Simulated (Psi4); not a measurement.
**HF/def2-SV(P) (core potential, sweep point 1) run of InHClF (SMILES [F][InH][Cl])**

What is the vertical singlet–triplet gap of InHClF at HF/def2-SV(P) (core potential, sweep point 1)? 

Program for the calculation: Psi4 1.11.

**1. The structure to begin with**

InHClF has 4 atoms, charge 0, and is taken as a singlet. SMILES: `[F][InH][Cl]`. Geometry: relaxed at PBE0-D4/def2-TZVP.

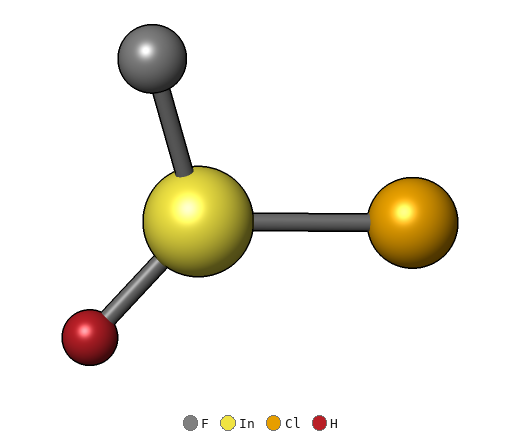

Viewed from a chosen angle; fluorine grey, indium yellow, chlorine amber, hydrogen red.

**2. The energy at HF/def2-SV(P) (core potential, sweep point 1)**

input.dat reads:

```
memory 1600 MB

molecule m {
  0 1
  F     -1.569200    -0.190500     0.987800
  In    -0.021100     0.130300    -0.135600
  Cl     1.671100    -1.313100     0.468200
  H     -0.025300     1.312800    -1.340700
  symmetry c1
}

set {
  basis def2-SV(P)
  puream true
  scf_type pk
}

E = energy('scf')
print_variables()
```

The run is started by

```
$ psi4 -i input.dat -o output.dat -n 1
```

output.dat:

```text
[...]
    !!!  WARNING: ECP capability is in beta. Please check occupations closely.  !!!
[...]
  Running in c1 symmetry.
[...]
  Nuclear repulsion =  167.456036724742745
[...]
  Multiplicity = 1
[...]
  Nalpha       = 24
  Nbeta        = 24
[...]
    Number of basis functions: 60
[...]
   @RHF iter   1:  -748.48574962193948   -1.63193e+00   7.42242e-03 ADIIS/DIIS
[...]
   @RHF iter   8:  -748.56729255115044   -3.55834e-08   4.85142e-07 DIIS
[...]
    Orbital Energies [Eh]
    ---------------------
    Doubly Occupied:
       1A   -104.779106     2A    -26.209233     3A    -10.541495
       4A     -8.015926     5A     -8.013670     6A     -8.013472
       7A     -5.442662     8A     -3.704537     9A     -3.698340
      10A     -3.695762    11A     -1.461376    12A     -1.116983
      13A     -1.089076    14A     -1.088299    15A     -1.085702
      16A     -1.082052    17A     -1.032207    18A     -0.620912
      19A     -0.579294    20A     -0.573927    21A     -0.528675
      22A     -0.475392    23A     -0.459708    24A     -0.450868
[...]
  @RHF Final Energy:  -748.56729255115044
   => Energetics <=
    Nuclear Repulsion Energy =            167.4560367247427450
    One-Electron Energy =               -1444.5292511815182479
    Two-Electron Energy =                 528.5059219056250868
    Total Energy =                       -748.5672925511504445
[...]
 Multipole Moments:
 ------------------------------------------------------------------------------------
     Multipole            Electronic (a.u.)      Nuclear  (a.u.)        Total (a.u.)
 ------------------------------------------------------------------------------------
 L = 1.  Multiply by 2.5417464519 to convert [e a0] to [Debye]
 Dipole X            :        -11.8517117           12.1355868            0.2838751
 Dipole Y            :         20.8400430          -20.0226066            0.8174364
 Dipole Z            :        -15.1854357           14.2048263           -0.9806094
 Magnitude           :                                                    1.3078158
[...]
```

It took 1.7 s on 1 thread of Intel Xeon Platinum 8559C (Emerald Rapids), shared host; peak memory 0.21 GiB.

**3. The triplet at the same level**

calc.dat reads:

```
memory 1600 mb

molecule m {
  0 3
  F     -1.569200    -0.190500     0.987800
  In    -0.021100     0.130300    -0.135600
  Cl     1.671100    -1.313100     0.468200
  H     -0.025300     1.312800    -1.340700
  symmetry c1
}

set globals {
  basis     def2-SV(P)
  reference uhf
  puream    true
  scf_type  pk
  maxiter   150
}

e, wfn = energy("scf", return_wfn=True)
```

The run is started by

```
$ psi4 -n 1 calc.dat calc.out
```

calc.out:

```text
[...]
    !!!  WARNING: ECP capability is in beta. Please check occupations closely.  !!!
[...]
  Running in c1 symmetry.
[...]
  Nuclear repulsion =  167.456036724742745
[...]
  Multiplicity = 3
[...]
  Nalpha       = 25
  Nbeta        = 23
[...]
    Number of basis functions: 60
[...]
   @UHF iter   1:  -748.19913841419054   -1.34532e+00   8.22566e-03 ADIIS/DIIS
[...]
   @UHF iter  19:  -748.33710964941429    4.24745e-09   9.76178e-07 DIIS
[...]
   @S^2 Observed:                2.014486278E+00
[...]
    Orbital Energies [Eh]
    ---------------------
    Alpha Occupied:
       1A   -104.774079     2A    -26.196376     3A    -10.537792
       4A     -8.018293     5A     -8.008379     6A     -8.007805
       7A     -5.437656     8A     -3.697518     9A     -3.691037
      10A     -3.684979    11A     -1.457712    12A     -1.119904
      13A     -1.102063    14A     -1.080548    15A     -1.072394
      16A     -1.071655    17A     -1.039019    18A     -0.724571
      19A     -0.606096    20A     -0.566787    21A     -0.558894
      22A     -0.524209    23A     -0.456497    24A     -0.454882
      25A     -0.227047
    Alpha Virtual:
[...]
  @UHF Final Energy:  -748.33710964941429
   => Energetics <=
    Nuclear Repulsion Energy =            167.4560367247427450
    One-Electron Energy =               -1444.6613360777255366
    Two-Electron Energy =                 528.8681897035685324
    Total Energy =                       -748.3371096494142876
  UHF NO Occupations:
  HONO-2 :   23  A 1.9952122
  HONO-1 :   24  A 1.0000000
[...]
 Multipole Moments:
 ------------------------------------------------------------------------------------
     Multipole            Electronic (a.u.)      Nuclear  (a.u.)        Total (a.u.)
 ------------------------------------------------------------------------------------
 L = 1.  Multiply by 2.5417464519 to convert [e a0] to [Debye]
 Dipole X            :        -11.8673526           12.1355868            0.2682342
 Dipole Y            :         21.3820522          -20.0226066            1.3594456
 Dipole Z            :        -15.7324123           14.2048263           -1.5275861
 Magnitude           :                                                    2.0624163
[...]
```

Run time: 1.9 s. Hardware: 1 thread of Intel Xeon Platinum 8559C (Emerald Rapids), shared host; peak memory 0.21 GiB.

**4. What came out**

At HF/def2-SV(P) (core potential, sweep point 1):

| quantity | value |
| --- | --- |
| singlet: total energy | -748.56729 Eh |
| singlet: dipole moment | 3.32 D |
| singlet: HOMO energy | -12.27 eV |
| singlet: LUMO energy | 0.82 eV |
| singlet: HOMO–LUMO gap | 13.09 eV |
| triplet: total energy | -748.33711 Eh |
| triplet: dipole moment | 5.24 D |
| triplet: HOMO energy (highest over α and β) | -6.18 eV |
| triplet: LUMO energy (lowest over α and β) | -3.77 eV |
| triplet: ⟨S²⟩ | 2.014 |
| vertical energy of the triplet above the singlet | 6.264 eV |

What this shows: At this shape the triplet lies 6.26 eV (144 kcal/mol) above the singlet.
